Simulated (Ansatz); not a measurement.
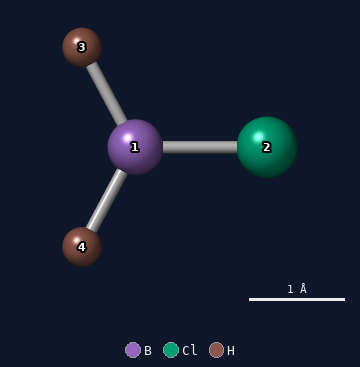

Figure 1. The structure as given in the input (ball-and-stick view, seen on its broad side; atoms are numbered from 1 in the order of the input). Bond lengths as drawn: B–Cl 1.39 Å and B–H 1.19 Å.

Single-point calculation of BH2Cl

- system: BH2Cl
- method: CCSD(T)/LANL2DZ, RHF, core potentials LANL2DZ (Ansatz 0.2.0)

A bond length was changed on purpose from its optimised value.

## Input file
```yaml
crystal:
  periodic: [false, false, false]
  atoms:
    - symbol: B
      position_ang: [0.179643, -0.061701, 0.084001]
    - symbol: Cl
      position_ang: [1.365000, -0.395300, 0.721200]
    - symbol: H
      position_ang: [-0.809857, -0.642901, 0.399701]
    - symbol: H
      position_ang: [0.209743, 0.789399, -0.747299]
basis:
  gaussian:
    orbitals: LANL2DZ.json
correlation:
  method: ccsd_t
scf:
  omitted_lower_state_checks: [cluster_reference, increment]
```

Run on 1 thread of Intel Xeon (Sapphire Rapids), 192 GiB of memory available, shared host.

Command:
```bash
ansatz run job.yaml --threads 1 --pin off --max-ram 2610MiB --events-out events.jsonl --progress --plain --runs-dir runs
```

## Log
```
Functional definition: HF
  name "HF"
  exchange = exact_x
  correlation = 0
these checks for a lower state are left out or cut short: cluster_reference, increment
291 factors; integrals over basis functions are off by at most 2.9e-4 eV
mean field evaluation 1: about -1099.3574 eV, gradient 9.6e0 eV
mean field evaluation 2: about -1099.3596 eV, gradient 9.6e0 eV
mean field evaluation 4: about -1099.7390 eV, gradient 3.7e-1 eV
mean field evaluation 8: about -1099.7396 eV, gradient 8.0e-7 eV
mean field -1099.73962562 eV, -40.4146858111 hartree, gradient 1.4e-6 eV, S^2 0.000000; 0 other end points of the search recorded, 0 dependent functions left out
1 core orbitals not correlated: weight in the atoms' cores, before any rotation towards them, 1.000 or more for the frozen orbitals, at most 0.000 for the correlated occupied ones
reference -1099.73962562 eV, -40.4146858111 hartree; 6, 6 occupied and 14, 14 virtual orbitals, 291 factors
second order -2.23086373 eV of doubles, -0.00000000 eV of singles
cycle   1  -2.55449599 eV  change   -3.2e-1 eV  update   5.0e-2
cycle   2  -2.68939260 eV  change   -1.3e-1 eV  update   1.7e-2
cycle   3  -2.70468659 eV  change   -1.5e-2 eV  update   5.1e-3
cycle   4  -2.70272062 eV  change    2.0e-3 eV  update   1.3e-3
cycle   5  -2.70247771 eV  change    2.4e-4 eV  update   2.8e-4
cycle   6  -2.70245541 eV  change    2.2e-5 eV  update   4.8e-5
cycle   7  -2.70244389 eV  change    1.2e-5 eV  update   1.2e-5
perturbative correction -0.04400241 eV, -0.0016170586 hartree
Total energy: -1102.48607191 eV, -40.5156158507 hartree
Checks for a lower state left out: cluster_reference, increment
```

## Summary

```csv
quantity,value
outcome,converged
total energy,−40.515616 hartree
SCF energy,−40.414686 hartree
MP2 energy,−40.496669 hartree
CCSD energy,−40.513999 hartree
correlation energy,−0.100930 hartree
(T) correction,−0.001617 hartree
basis functions,21
T1 diagnostic,0.011
SCF solution under orbital rotations,stable
peak memory,0.084 GiB
```
